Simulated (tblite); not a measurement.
**Geometry relaxation, with input and output: C₃H₉FSi₂ (part 1 of 2)**

The run: geometry relaxation of C₃H₉FSi₂. Method and program: GFN2-xTB geometry optimisation, gas phase (tblite 0.8.0).

It belongs to a series of runs on one base structure; here: H on C replaced by F.

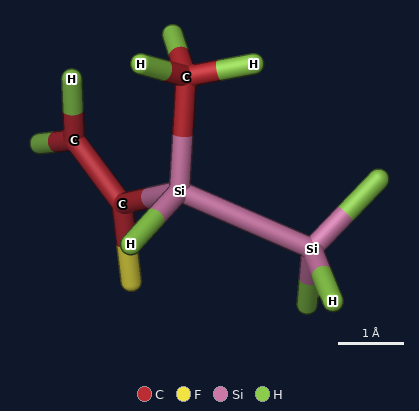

Figure 1. The structure as given in the input (stick view, seen at a tilt). Bond lengths as drawn: C–C 1.34 Å, C–F 1.37 Å, C–H 1.06 to 1.12 Å, C–Si 1.85 to 1.86 Å, H–Si 1.46 to 1.50 Å and Si–Si 2.25 Å.

Summary

```csv
quantity,value
outcome,converged
total energy,−520.9754 eV
hardware,"1 CPU thread, shared host"
wall time,0.85 s
peak memory,0.18 GiB
```

Input
```
{"job": {"kind": "relax", "xc": "GFN2-xTB", "basis": "xTB"}, "charge": 0, "multiplicity": 1}
C      2.378200    -0.109700    -0.339200
C      1.227000    -0.763900    -0.552600
F      1.218800    -2.113500    -0.766900
Si    -0.418000     0.108900    -0.540500
C     -0.310700     1.799700     0.198800
Si    -1.777300    -1.240400     0.648800
H      3.337400    -0.554900    -0.338500
H      2.278100     0.981400    -0.159900
H     -0.845000     0.143600    -1.941300
H     -0.380300     2.575100    -0.589500
H     -1.153400     1.914300     0.907700
H      0.640800     1.862300     0.781100
H     -1.983900    -0.713300     2.033700
H     -3.055700    -1.305500    -0.062500
H     -1.160400    -2.575800     0.699000
```

The first line tells a small driver script what to run in tblite; the rest is the geometry in Å.

Run as:
```bash
OMP_NUM_THREADS=1 python <driver script> task.json out
```

What the program printed
```
step      E/eV     max force
  0    -520.57973    1.634
  1    -520.68407    1.438
  2    -520.73119    0.738
  3    -520.76841    0.609
  4    -520.81004    0.451
  5    -520.82847    0.347
  6    -520.84671    0.442
  7    -520.86436    0.375
  8    -520.88096    0.340
  9    -520.89434    0.319
 10    -520.90508    0.216
 11    -520.91246    0.215
 12    -520.91766    0.205
 13    -520.92148    0.153
 14    -520.92351    0.093
 15    -520.92454    0.086
 16    -520.92563    0.144
 17    -520.92711    0.164
 18    -520.92865    0.117
 19    -520.92972    0.072
 20    -520.93034    0.069
 21    -520.93086    0.075
 22    -520.93150    0.090
 23    -520.93219    0.073
 24    -520.93283    0.057
 25    -520.93343    0.084
 26    -520.93412    0.108
 27    -520.93495    0.102
 28    -520.93572    0.064
 29    -520.93630    0.064
 30    -520.93683    0.071
 31    -520.93753    0.100
 32    -520.93841    0.097
 33    -520.93930    0.077
 34    -520.94006    0.071
 35    -520.94073    0.076
 36    -520.94145    0.096
 37    -520.94221    0.078
 38    -520.94276    0.057
 39    -520.94312    0.064
 40    -520.94355    0.084
 41    -520.94422    0.124
 42    -520.94503    0.124
 43    -520.94572    0.073
 44    -520.94618    0.060
 45    -520.94658    0.060
 46    -520.94713    0.113
 47    -520.94808    0.127
 48    -520.95022    0.091
 49    -520.95195    0.105
 50    -520.95046    0.246
 51    -520.95399    0.082
 52    -520.95532    0.087
 53    -520.95508    0.366
 54    -520.96157    0.122
 55    -520.96313    0.084
 56    -520.96499    0.154
 57    -520.96616    0.075
 58    -520.96733    0.061
 59    -520.96887    0.043
 60    -520.96982    0.057
 61    -520.97101    0.093
 62    -520.97166    0.097
 63    -520.97256    0.059
 64    -520.97296    0.057
 65    -520.97358    0.039
 66    -520.97397    0.046
 67    -520.97425    0.043
 68    -520.97444    0.035
 69    -520.97463    0.031
 70    -520.97476    0.029
 71    -520.97488    0.022
 72    -520.97501    0.020
 73    -520.97507    0.020
 74    -520.97512    0.016
 75    -520.97516    0.017
 76    -520.97523    0.015
 77    -520.97529    0.014
 78    -520.97534    0.013
 79    -520.97537    0.012
 80    -520.97538    0.009
```

Trajectory as extended XYZ (Å, eV, eV/Å), 32 of the 81 frames kept, from step=0 to step=80
```
15
Properties=species:S:1:pos:R:3:forces:R:3 step=0 energy=-520.57973
C     2.3782   -0.1097   -0.3392   -1.4830   0.4990  -0.0570
C     1.2270   -0.7639   -0.5526    1.5790   0.4060   0.1030
F     1.2188   -2.1135   -0.7669    0.1230   0.4360   0.0280
Si   -0.4180    0.1089   -0.5405   -0.6230  -0.8190  -0.7940
C    -0.3107    1.7997    0.1988    0.2610   0.9770   0.6250
Si   -1.7773   -1.2404    0.6488   -0.3750  -0.4600   0.6710
H     3.3374   -0.5549   -0.3385    0.5670  -0.2310   0.0530
H     2.2781    0.9814   -0.1599    0.4170  -1.1020  -0.2260
H    -0.8450    0.1436   -1.9413    0.0410   0.1520  -0.2440
H    -0.3803    2.5751   -0.5895    0.2370  -0.2790   0.8290
H    -1.1534    1.9143    0.9077    0.5610   0.2740  -0.4280
H     0.6408    1.8623    0.7811   -0.8880   0.4570  -0.4950
H    -1.9839   -0.7133    2.0337   -0.0390  -0.2920  -0.4120
H    -3.0557   -1.3055   -0.0625   -0.0940  -0.1200   0.1930
H    -1.1604   -2.5758    0.6990   -0.2840   0.1000   0.1550
15
Properties=species:S:1:pos:R:3:forces:R:3 step=3 energy=-520.76841
C     2.3784   -0.1029   -0.3392   -0.1170  -0.2260  -0.0750
C     1.2495   -0.7529   -0.5557    0.0550   0.2890  -0.0440
F     1.2316   -2.0936   -0.7660    0.1830   0.0180  -0.0340
Si   -0.4421    0.0809   -0.5656   -0.1310   0.0270   0.0580
C    -0.3072    1.8132    0.2097   -0.1320  -0.5270  -0.2760
Si   -1.7969   -1.2631    0.6760   -0.1020  -0.0980  -0.1420
H     3.3450   -0.5555   -0.3348    0.3060  -0.1450   0.0530
H     2.2982    0.9490   -0.1683    0.2500   0.1560  -0.0150
H    -0.8443    0.1531   -1.9637   -0.0040   0.1230  -0.3290
H    -0.3669    2.5728   -0.5528    0.1130   0.2890   0.0410
H    -1.1331    1.9338    0.8943   -0.1130   0.2540   0.1230
H     0.6110    1.8916    0.7660    0.1560   0.3030   0.1250
H    -1.9881   -0.7282    2.0180   -0.1230  -0.0840   0.1570
H    -3.0632   -1.3139   -0.0499   -0.1930  -0.1490   0.1730
H    -1.1762   -2.5761    0.7099   -0.1480  -0.2300   0.1840
15
Properties=species:S:1:pos:R:3:forces:R:3 step=5 energy=-520.82847
C     2.3937   -0.1125   -0.3425   -0.0930   0.2040  -0.0110
C     1.2521   -0.7336   -0.5636    0.0700  -0.0370  -0.0570
F     1.2530   -2.0787   -0.7679    0.0260  -0.0480  -0.0610
Si   -0.4650    0.0651   -0.5788    0.0250   0.0720  -0.1030
C    -0.3132    1.7894    0.1994    0.0220   0.2710   0.0910
Si   -1.8160   -1.2842    0.6828    0.0760   0.0510  -0.2420
H     3.3632   -0.5632   -0.3285    0.1630  -0.2160   0.0210
H     2.3288    0.9425   -0.1743    0.2370   0.1640  -0.0020
H    -0.8438    0.1679   -2.0003    0.0520   0.0700  -0.0020
H    -0.3507    2.5903   -0.5267   -0.0110   0.0550  -0.1840
H    -1.1277    1.9634    0.8935   -0.1230   0.0030   0.0280
H     0.6015    1.9300    0.7642    0.0710  -0.1010   0.0350
H    -1.9999   -0.7440    2.0199   -0.1200  -0.0390   0.2220
H    -3.0833   -1.3304   -0.0295   -0.2900  -0.1610   0.1030
H    -1.1971   -2.5938    0.7305   -0.1040  -0.2880   0.1610
15
Properties=species:S:1:pos:R:3:forces:R:3 step=8 energy=-520.88096
C     2.4128   -0.1038   -0.3475    0.2250   0.0110   0.0030
C     1.2652   -0.7173   -0.5786    0.0640   0.0460  -0.0080
F     1.2769   -2.0688   -0.7787   -0.0210   0.1160  -0.0320
Si   -0.4760    0.0688   -0.6017    0.2090   0.1870   0.1010
C    -0.3173    1.8053    0.2003    0.0020   0.1650  -0.0030
Si   -1.8276   -1.3012    0.6670   -0.0690  -0.0710   0.1680
H     3.3833   -0.5925   -0.3201   -0.3350   0.0550  -0.0110
H     2.3916    0.9591   -0.1808    0.1260  -0.0750  -0.0370
H    -0.8354    0.1925   -2.0338    0.0560   0.0460   0.1230
H    -0.3383    2.6115   -0.5282   -0.0620  -0.0750  -0.1000
H    -1.1376    1.9901    0.8935    0.0200  -0.0640  -0.1040
H     0.6008    1.9480    0.7670   -0.0480  -0.1980  -0.0110
H    -2.0263   -0.7695    2.0399    0.0040  -0.1540  -0.2800
H    -3.1401   -1.3701    0.0074    0.0240  -0.1080   0.1470
H    -1.2364   -2.6441    0.7725   -0.1940   0.1170   0.0430
15
Properties=species:S:1:pos:R:3:forces:R:3 step=10 energy=-520.90508
C     2.4282   -0.0955   -0.3505   -0.0130  -0.0750  -0.0200
C     1.2785   -0.7054   -0.5863   -0.0480   0.1560   0.0200
F     1.2860   -2.0574   -0.7872   -0.0060   0.1630  -0.0130
Si   -0.4654    0.0853   -0.6043    0.0300  -0.0380   0.1930
C    -0.3186    1.8261    0.2006   -0.0100  -0.1760  -0.1250
Si   -1.8350   -1.3112    0.6639   -0.0370  -0.0050   0.0070
H     3.3758   -0.6081   -0.3168   -0.0220  -0.0230  -0.0130
H     2.4330    0.9659   -0.1861    0.0610  -0.0310  -0.0240
H    -0.8264    0.2080   -2.0384    0.0550   0.0400   0.1540
H    -0.3379    2.6180   -0.5417   -0.0190  -0.0020  -0.0040
H    -1.1447    1.9973    0.8876    0.0250   0.0140  -0.0820
H     0.6003    1.9392    0.7692   -0.0460  -0.0430   0.0000
H    -2.0401   -0.7918    2.0346    0.0200  -0.0740  -0.1920
H    -3.1684   -1.3986    0.0364    0.1480  -0.0580   0.1160
H    -1.2696   -2.6638    0.7970   -0.1400   0.1520  -0.0160
15
Properties=species:S:1:pos:R:3:forces:R:3 step=13 energy=-520.92148
C     2.4388   -0.0921   -0.3534    0.0010   0.0500   0.0120
C     1.2819   -0.6838   -0.5891    0.0020   0.0250   0.0400
F     1.2902   -2.0332   -0.7948   -0.0510   0.0240  -0.0240
Si   -0.4606    0.0879   -0.5899   -0.1140  -0.1010   0.0120
C    -0.3201    1.8261    0.1911   -0.0080  -0.0270   0.0090
Si   -1.8410   -1.3164    0.6587    0.0610   0.0580  -0.0940
H     3.3719   -0.6236   -0.3166    0.0840  -0.0700  -0.0390
H     2.4681    0.9675   -0.1920    0.0390   0.0420   0.0070
H    -0.8143    0.2225   -2.0232    0.0150   0.0080   0.1130
H    -0.3383    2.6202   -0.5498    0.0320  -0.0420   0.0010
H    -1.1466    2.0038    0.8738   -0.0270   0.0170  -0.0380
H     0.5936    1.9301    0.7693   -0.0170   0.0220  -0.0150
H    -2.0480   -0.8119    2.0165   -0.0010   0.0750   0.0940
H    -3.1750   -1.4240    0.0659   -0.0270  -0.0200  -0.0430
H    -1.3051   -2.6651    0.8116    0.0110  -0.0600  -0.0360
15
Properties=species:S:1:pos:R:3:forces:R:3 step=15 energy=-520.92454
C     2.4414   -0.0904   -0.3533    0.0590   0.0170   0.0130
C     1.2816   -0.6779   -0.5868    0.0290  -0.0020   0.0370
F     1.2876   -2.0269   -0.7973   -0.0400   0.0060  -0.0170
Si   -0.4652    0.0828   -0.5848    0.0130   0.0120   0.0020
C    -0.3210    1.8227    0.1890   -0.0150   0.0210   0.0310
Si   -1.8392   -1.3143    0.6540   -0.0330  -0.0350   0.0710
H     3.3746   -0.6293   -0.3192   -0.0190   0.0000  -0.0470
H     2.4755    0.9700   -0.1925    0.0420   0.0090   0.0120
H    -0.8114    0.2251   -2.0130   -0.0190   0.0010   0.0140
H    -0.3367    2.6176   -0.5511    0.0320  -0.0560  -0.0210
H    -1.1482    2.0056    0.8688   -0.0390   0.0130  -0.0170
H     0.5913    1.9294    0.7685   -0.0100   0.0080  -0.0060
H    -2.0485   -0.8109    2.0167    0.0140   0.0540   0.0230
H    -3.1755   -1.4290    0.0683   -0.0330  -0.0080  -0.0550
H    -1.3105   -2.6667    0.8108    0.0190  -0.0410  -0.0410
15
Properties=species:S:1:pos:R:3:forces:R:3 step=18 energy=-520.92865
C     2.4516   -0.0861   -0.3516   -0.0290  -0.0550  -0.0200
C     1.2865   -0.6687   -0.5773   -0.0190   0.0210  -0.0040
F     1.2780   -2.0164   -0.8036    0.0360   0.0260   0.0170
Si   -0.4678    0.0785   -0.5754    0.0670   0.0370   0.0680
C    -0.3251    1.8208    0.1909   -0.0070  -0.0050  -0.0100
Si   -1.8444   -1.3190    0.6595   -0.0770  -0.0660   0.0590
H     3.3777   -0.6378   -0.3315    0.0020   0.0340  -0.0360
H     2.4948    0.9749   -0.1905    0.0380  -0.0430   0.0250
H    -0.8115    0.2292   -1.9987   -0.0350  -0.0130  -0.0640
H    -0.3289    2.6051   -0.5583    0.0010  -0.0030  -0.0480
H    -1.1585    2.0115    0.8597   -0.0210   0.0310   0.0070
H     0.5869    1.9300    0.7680   -0.0070   0.0040   0.0590
H    -2.0471   -0.8002    2.0214    0.0080  -0.0040  -0.0400
H    -3.1813   -1.4375    0.0627    0.0470   0.0120   0.0030
H    -1.3154   -2.6763    0.8030   -0.0060   0.0250  -0.0150
15
Properties=species:S:1:pos:R:3:forces:R:3 step=21 energy=-520.93086
C     2.4571   -0.0866   -0.3526   -0.0020   0.0060  -0.0120
C     1.2880   -0.6614   -0.5732   -0.0070  -0.0150  -0.0140
F     1.2772   -2.0074   -0.8061    0.0280  -0.0240   0.0090
Si   -0.4669    0.0780   -0.5659   -0.0510  -0.0070  -0.0140
C    -0.3279    1.8216    0.1919    0.0060   0.0270   0.0080
Si   -1.8527   -1.3271    0.6660    0.0490   0.0340  -0.0460
H     3.3807   -0.6410   -0.3426    0.0180  -0.0020  -0.0360
H     2.5128    0.9727   -0.1869    0.0090  -0.0190   0.0300
H    -0.8141    0.2307   -1.9951   -0.0070  -0.0320   0.0380
H    -0.3236    2.5978   -0.5666   -0.0010   0.0000  -0.0150
H    -1.1659    2.0197    0.8538    0.0030   0.0320  -0.0130
H     0.5818    1.9319    0.7738   -0.0300   0.0120   0.0490
H    -2.0470   -0.7959    2.0212   -0.0140  -0.0150   0.0090
H    -3.1830   -1.4431    0.0613   -0.0030   0.0110  -0.0030
H    -1.3208   -2.6819    0.7990    0.0020  -0.0080   0.0100
15
Properties=species:S:1:pos:R:3:forces:R:3 step=23 energy=-520.93219
C     2.4587   -0.0883   -0.3550    0.0410   0.0310  -0.0020
C     1.2871   -0.6591   -0.5726    0.0270  -0.0330   0.0040
F     1.2808   -2.0050   -0.8056   -0.0100  -0.0400  -0.0110
Si   -0.4697    0.0781   -0.5603   -0.0100   0.0020  -0.0390
C    -0.3289    1.8245    0.1929   -0.0070   0.0130   0.0100
Si   -1.8539   -1.3294    0.6663    0.0570   0.0400  -0.0210
H     3.3840   -0.6414   -0.3534   -0.0180  -0.0240  -0.0330
H     2.5232    0.9683   -0.1809   -0.0190   0.0230   0.0210
H    -0.8176    0.2272   -1.9911   -0.0030  -0.0290   0.0570
H    -0.3210    2.5938   -0.5737    0.0220  -0.0050   0.0330
H    -1.1700    2.0282    0.8497   -0.0040   0.0290  -0.0310
H     0.5758    1.9344    0.7841   -0.0370   0.0200   0.0010
H    -2.0479   -0.7951    2.0208   -0.0160  -0.0260   0.0060
H    -3.1821   -1.4436    0.0598   -0.0260   0.0090  -0.0100
H    -1.3229   -2.6845    0.7971    0.0040  -0.0100   0.0140
15
Properties=species:S:1:pos:R:3:forces:R:3 step=26 energy=-520.93412
C     2.4643   -0.0883   -0.3592   -0.0020  -0.0150  -0.0040
C     1.2901   -0.6585   -0.5694    0.0200  -0.0010   0.0160
F     1.2832   -2.0050   -0.8070   -0.0110   0.0150  -0.0200
Si   -0.4706    0.0787   -0.5532    0.1010   0.0000   0.0390
C    -0.3321    1.8283    0.1951   -0.0160  -0.0200  -0.0080
Si   -1.8508   -1.3291    0.6652   -0.0400  -0.0280   0.0210
H     3.3869   -0.6459   -0.3752   -0.0130  -0.0150  -0.0140
H     2.5356    0.9654   -0.1691   -0.0370   0.0110  -0.0060
H    -0.8239    0.2181   -1.9779   -0.0140  -0.0080  -0.0310
H    -0.3131    2.5870   -0.5808    0.0430   0.0330   0.0300
H    -1.1790    2.0446    0.8389   -0.0440   0.0100  -0.0260
H     0.5626    1.9404    0.7995    0.0010   0.0180  -0.0140
H    -2.0508   -0.7966    2.0207   -0.0120  -0.0380  -0.0100
H    -3.1816   -1.4428    0.0558    0.0280   0.0140   0.0130
H    -1.3253   -2.6884    0.7948   -0.0030   0.0230   0.0130
15
Properties=species:S:1:pos:R:3:forces:R:3 step=28 energy=-520.93572
C     2.4705   -0.0880   -0.3630   -0.0270  -0.0350   0.0030
C     1.2953   -0.6590   -0.5656   -0.0110   0.0190   0.0070
F     1.2846   -2.0044   -0.8106    0.0080   0.0390  -0.0250
Si   -0.4637    0.0787   -0.5455    0.0280  -0.0120   0.0520
C    -0.3363    1.8309    0.1966    0.0030   0.0130  -0.0070
Si   -1.8500   -1.3303    0.6652   -0.0390  -0.0260   0.0100
H     3.3881   -0.6521   -0.3955    0.0290   0.0110   0.0060
H     2.5430    0.9641   -0.1595   -0.0280  -0.0300  -0.0290
H    -0.8302    0.2093   -1.9680    0.0050  -0.0010  -0.0320
H    -0.3016    2.5847   -0.5826    0.0370   0.0480  -0.0100
H    -1.1904    2.0606    0.8261   -0.0510  -0.0280  -0.0270
H     0.5501    1.9481    0.8110    0.0240   0.0010   0.0130
H    -2.0554   -0.8030    2.0200   -0.0130  -0.0250   0.0190
H    -3.1802   -1.4412    0.0540    0.0320   0.0140   0.0070
H    -1.3283   -2.6904    0.7953    0.0020   0.0120   0.0100
15
Properties=species:S:1:pos:R:3:forces:R:3 step=31 energy=-520.93753
C     2.4756   -0.0915   -0.3659    0.0200   0.0040   0.0100
C     1.2988   -0.6587   -0.5619   -0.0120  -0.0120  -0.0110
F     1.2872   -2.0005   -0.8180   -0.0130  -0.0200  -0.0340
Si   -0.4566    0.0782   -0.5343   -0.0900   0.0290  -0.0310
C    -0.3393    1.8368    0.1972    0.0240   0.0340  -0.0070
Si   -1.8518   -1.3335    0.6671    0.0390   0.0250   0.0240
H     3.3926   -0.6560   -0.4136    0.0210   0.0260   0.0180
H     2.5456    0.9586   -0.1546    0.0030  -0.0060  -0.0220
H    -0.8344    0.2001   -1.9610    0.0400  -0.0030   0.0550
H    -0.2850    2.5893   -0.5837    0.0140   0.0040  -0.0030
H    -1.2069    2.0719    0.8087    0.0130  -0.0380  -0.0460
H     0.5397    1.9563    0.8241   -0.0240  -0.0120   0.0260
H    -2.0625   -0.8140    2.0225   -0.0160  -0.0080   0.0440
H    -3.1766   -1.4375    0.0530   -0.0300   0.0040  -0.0280
H    -1.3308   -2.6915    0.7985    0.0120  -0.0280   0.0050
15
Properties=species:S:1:pos:R:3:forces:R:3 step=34 energy=-520.94006
C     2.4826   -0.0978   -0.3688   -0.0090   0.0220  -0.0130
C     1.3014   -0.6589   -0.5577    0.0020  -0.0220  -0.0340
F     1.2870   -1.9966   -0.8352   -0.0440  -0.0290  -0.0180
Si   -0.4564    0.0817   -0.5188    0.0330   0.0040  -0.0140
C    -0.3399    1.8485    0.1959    0.0080  -0.0330  -0.0230
Si   -1.8511   -1.3356    0.6747   -0.0040   0.0030   0.0370
H     3.4030   -0.6565   -0.4362   -0.0320   0.0280   0.0260
H     2.5485    0.9504   -0.1517    0.0310   0.0340   0.0080
H    -0.8341    0.1866   -1.9435    0.0190   0.0140  -0.0010
H    -0.2580    2.5971   -0.5872    0.0010  -0.0250   0.0120
H    -1.2300    2.0807    0.7758    0.0570   0.0210  -0.0260
H     0.5216    1.9653    0.8478   -0.0630  -0.0080   0.0310
H    -2.0749   -0.8303    2.0343   -0.0090  -0.0050   0.0250
H    -3.1729   -1.4305    0.0464    0.0090  -0.0020  -0.0040
H    -1.3315   -2.6961    0.8024    0.0010  -0.0010  -0.0050
15
Properties=species:S:1:pos:R:3:forces:R:3 step=36 energy=-520.94145
C     2.4871   -0.0990   -0.3724   -0.0430   0.0070  -0.0190
C     1.3041   -0.6595   -0.5573   -0.0010   0.0070  -0.0320
F     1.2833   -1.9955   -0.8469   -0.0200   0.0160  -0.0020
Si   -0.4545    0.0832   -0.5095    0.0740  -0.0540   0.0300
C    -0.3403    1.8528    0.1937   -0.0010  -0.0350  -0.0050
Si   -1.8507   -1.3368    0.6820   -0.0290  -0.0120   0.0040
H     3.4072   -0.6562   -0.4513   -0.0240   0.0140   0.0270
H     2.5572    0.9481   -0.1472    0.0080   0.0050   0.0030
H    -0.8332    0.1793   -1.9305   -0.0030   0.0230  -0.0640
H    -0.2407    2.5973   -0.5900    0.0200  -0.0140  -0.0140
H    -1.2404    2.0912    0.7524   -0.0020   0.0320   0.0000
H     0.5034    1.9708    0.8666   -0.0160  -0.0110   0.0310
H    -2.0832   -0.8398    2.0430   -0.0060  -0.0030   0.0210
H    -3.1704   -1.4277    0.0420    0.0480   0.0000   0.0230
H    -1.3333   -2.7000    0.8036   -0.0050   0.0230  -0.0040
15
Properties=species:S:1:pos:R:3:forces:R:3 step=39 energy=-520.94312
C     2.4911   -0.1002   -0.3793    0.0020   0.0050  -0.0050
C     1.3077   -0.6598   -0.5607   -0.0070   0.0160  -0.0160
F     1.2773   -1.9919   -0.8651    0.0240   0.0120   0.0010
Si   -0.4468    0.0796   -0.4946   -0.0340   0.0030  -0.0210
C    -0.3410    1.8567    0.1909   -0.0100   0.0000   0.0280
Si   -1.8520   -1.3392    0.6937    0.0250   0.0180   0.0000
H     3.4110   -0.6543   -0.4699    0.0000  -0.0180   0.0160
H     2.5687    0.9438   -0.1414   -0.0330   0.0000  -0.0010
H    -0.8316    0.1709   -1.9183    0.0010   0.0170  -0.0130
H    -0.2108    2.5965   -0.5936    0.0400  -0.0480  -0.0130
H    -1.2567    2.1099    0.7163   -0.0390   0.0120  -0.0040
H     0.4744    1.9786    0.8971    0.0180  -0.0240   0.0090
H    -2.0969   -0.8561    2.0581    0.0020   0.0020   0.0050
H    -3.1622   -1.4232    0.0387    0.0090  -0.0010   0.0130
H    -1.3367   -2.7032    0.8063    0.0020   0.0070   0.0030
```
